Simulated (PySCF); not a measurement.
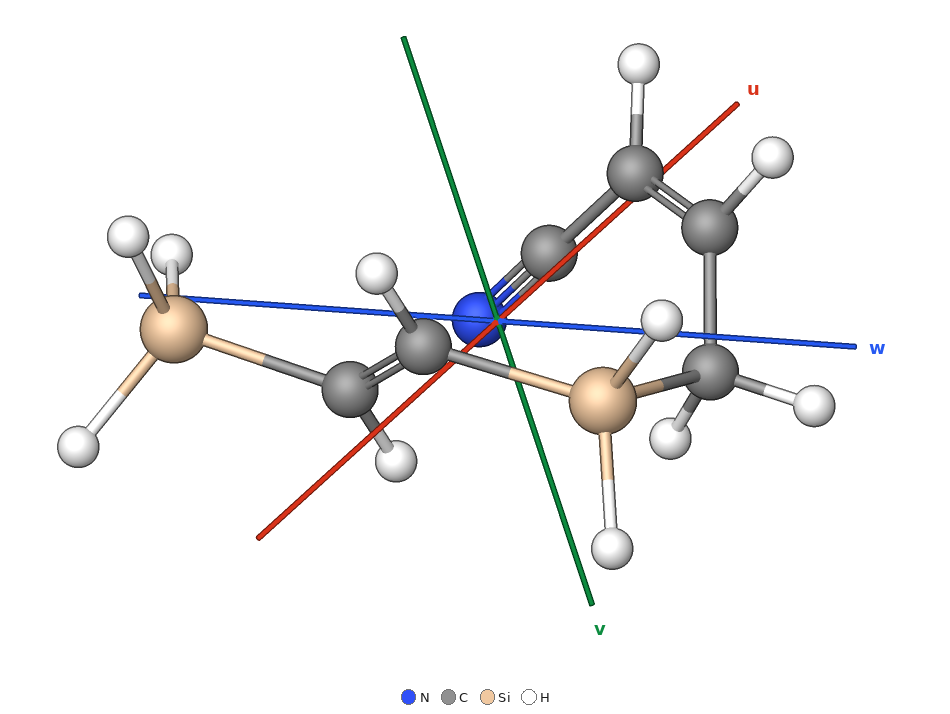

The lines u, v and w are the principal axes of the static dipole polarisability. The computed structure is the end point of a PBE0-D3(BJ)/def2-SVP optimisation. No frequency run is at hand to confirm it as a minimum. Computed with B3LYP/def2-SVPD (PySCF 2.14.0).

> Along which axis is the molecule most polarisable, and along which least?

Most along w, least along v.

> Give the three principal values.

u 122.7, v 107.8, w 166.2 bohr³; mean 132.2, anisotropy 52.5 bohr³.
